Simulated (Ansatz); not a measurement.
# TiNbB4 (P6/mmm): test of the smearing width, by script

How much does the smearing width move the energy of TiNbB4 (P6/mmm)? Aim: a test of the smearing width, for TiNbB4 (P6/mmm), run from a script.

Computed with Ansatz 0.2.0, driven from Python. Level of theory: DFT PBEsol, plane waves, PAW.

### 1 Starting point

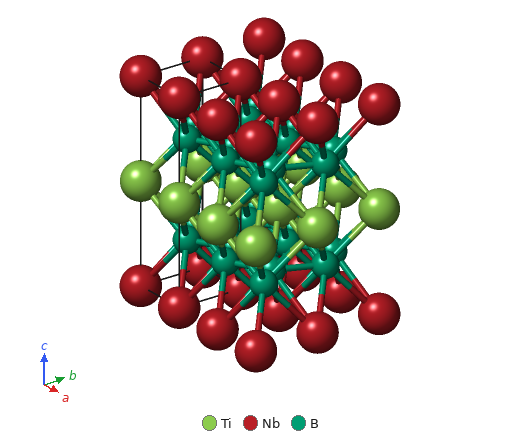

The structure that the script starts from, seen slightly off an axis (titanium green, niobium red, boron teal). 3×2×1 cells are drawn. Atoms on cell faces are repeated.

The script holds or builds the structure itself.

### 2 The script

smear.py reads:

```python
"""How the energy of TiNbB4 depends on the smearing."""

import warnings

import ansatz as az
import numpy as np

warnings.simplefilter("ignore", az.DeckWarning)

vectors = np.array([
    [3.07106, 0.0, 0.0],
    [-1.53553, 2.65962, 0.0],
    [0.0, 0.0, 6.56529],
])
tinbb4 = (
    az.Lattice.of(vectors)
    .atom("Ti", (0.0, 0.0, 0.5))
    .atom("Nb", (0.0, 0.0, 0.0))
    .atom("B", (1 / 3, 2 / 3, 0.74077))
    .atom("B", (1 / 3, 2 / 3, 0.25923))
    .atom("B", (2 / 3, 1 / 3, 0.74077))
    .atom("B", (2 / 3, 1 / 3, 0.25923))
)

calculation = tinbb4.calculation()
calculation = calculation.kpoints(9, 9, 4).functional("pbesol")
calculation = calculation.stress()

rows = []
for value in [0.3, 0.2, 0.1, 0.05]:
    rep = calculation.occupations("cold", width=value).run(threads=1).report
    rows.append((value, rep["free_energy_ev"] / len(rep["lattice"]["sites"]), rep["n_iterations"], sum(rep["stress_gpa"][i][i] for i in range(3)) / 3, rep["n_kpoints"]))

print("  width (eV)   F/atom (eV)    iterations       P (GPa)      k-points")
for row in rows:
    print(f"{str(row[0]):>12s}  {row[1]:12.5f}  {row[2]:12d}  {row[3]:12.3f}  {row[4]:12d}")

# differences from the last row
for row in rows[:-1]:
    shift = 1000 * (row[1] - rows[-1][1])
    print(f"{row[0]}: {shift:+.2f} meV/atom" + ("  (within 2 meV)" if abs(shift) < 2 else ""))
```

### 3 The input behind the calls

The engine receives this input (first run):

```yaml
crystal:
  lattice:
    - [3.07106, 0.0, 0.0]
    - [-1.53553, 2.65962, 0.0]
    - [0.0, 0.0, 6.56529]
  atoms:
    - { symbol: Ti, position: [0.0, 0.0, 0.5] }
    - { symbol: Nb, position: [0.0, 0.0, 0.0] }
    - { symbol: B, position: [0.3333333333333333, 0.6666666666666666, 0.74077] }
    - { symbol: B, position: [0.3333333333333333, 0.6666666666666666, 0.25923] }
    - { symbol: B, position: [0.6666666666666666, 0.3333333333333333, 0.74077] }
    - { symbol: B, position: [0.6666666666666666, 0.3333333333333333, 0.25923] }
kpoints:
  mp_grid:
    grid: [9, 9, 4]
hamiltonian:
  xc: pbesol
scf:
  occupations:
    method: cold
    width: 0.3
output:
  stress: true
```

### 4 The run

Launch:

```bash
$ python smear.py
```

The log of the run:

```text
  width (eV)   F/atom (eV)    iterations       P (GPa)      k-points
         0.3   -1264.30710             6        -6.320            36
         0.2   -1264.30664             6        -6.323            36
         0.1   -1264.30634             6        -6.335            36
        0.05   -1264.30631             5        -6.337            36
0.3: -0.79 meV/atom  (within 2 meV)
0.2: -0.33 meV/atom  (within 2 meV)
0.1: -0.03 meV/atom  (within 2 meV)
```

Run time: 11 s. Hardware: 1 thread of AMD EPYC 7R43 (Zen 3), shared host; peak memory 0.44 GiB.

### 5 Inputs of later runs

The engine's inputs for the other runs:

Run 2, against run 1:

```diff
@@ -21 +21 @@
-    width: 0.3
+    width: 0.2
```

Run 3, against run 1:

```diff
@@ -21 +21 @@
-    width: 0.3
+    width: 0.1
```

Run 4, against run 1:

```diff
@@ -21 +21 @@
-    width: 0.3
+    width: 0.05
```

### 6 Run by run

One row for each of the 4 runs:

```
run  width (eV)  energy from run 4 (meV/atom)  the same at zero width (meV/atom)  pressure (GPa)  SCF cycles  CPU time (s)
  1         0.3                         -0.79                              -0.23           -6.32           6           2.6
  2         0.2                         -0.33                              -0.03           -6.32           6           2.4
  3         0.1                         -0.03                               0.01           -6.33           6           2.4
  4        0.05                          0.00                               0.00           -6.34           5           2.3
```

Energies are free energies F = E - TS of the smeared occupations. 

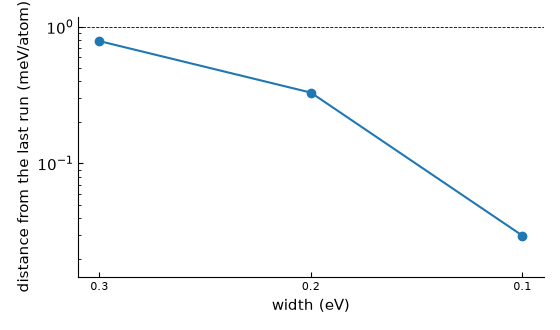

How far each run lies from the last one; the dashed line marks 1 meV/atom.

### 7 Summary of results

| quantity | value |
| --- | --- |
| runs compared | 4 |
| last run but one, from the last | -0.03 meV/atom |
| within 5 meV/atom of the last run from | 0.3 |

What this shows: Going from 0.05 to 0.3 eV changes F by -0.8 meV an atom. This scheme is built to cancel the term in the square of the width, so the shifts stay small and are partly the mesh's error. The pressure moves from -6.34 to -6.32 GPa. For a metal this k-point mesh is coarse: on a finer one energies can move by several to tens of meV an atom and pressures by half a GPa or more, differences at one mesh by less. The narrowest width needs the finest mesh, so the last row is no converged reference. Pressure is positive in compression. At these settings the cell as given stands under about -6 GPa, so it isn't at this functional's equilibrium volume. This cell is a computed structure, which may not be the phase found in nature.
